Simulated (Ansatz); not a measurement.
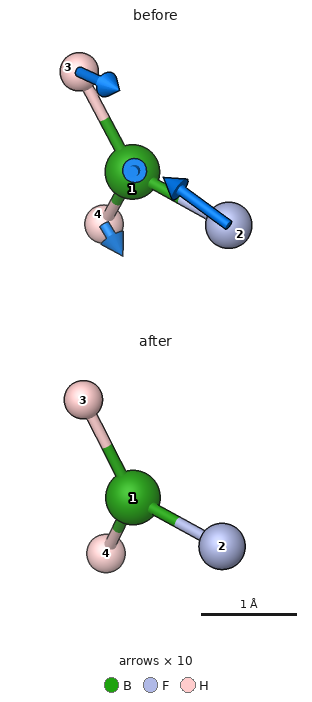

The structure of BH₂F before (top) and after (bottom) a relaxation, at one scale. The blue arrows give the displacements, 10 times their true length.

A ball-and-stick model, seen from a free direction.

The run prepares the start of a later molecular dynamics calculation, from a guessed geometry.

The calculation used UKS PBE0-D4/def2-SVP in Ansatz 0.2.0. Set-up: collinear spin; force threshold 0.02 eV/Å; at most 40 steps.

> Describe what moved and what it gained.

The energy falls by 15.9 kJ/mol in 3 accepted moves (5 points after the start). The largest force component goes from 2.5 to 0.011 eV/Å. The line search rejected the trial steps at points 1, 4 of the run. F2 moves most after the best rigid fit: 0.091 Å. By element the largest moves are F 0.091 Å, H 0.074 Å, B 0.037 Å. Near-neighbour distances that change, for instance: B1–F2 1.386 → 1.316 Å, B1–H4 1.233 → 1.209 Å, B1–H3 1.222 → 1.209 Å. Bond angles that change, for instance: H3–B1–H4 117.6° → 124.3°, F2–B1–H3 124.3° → 117.8°.
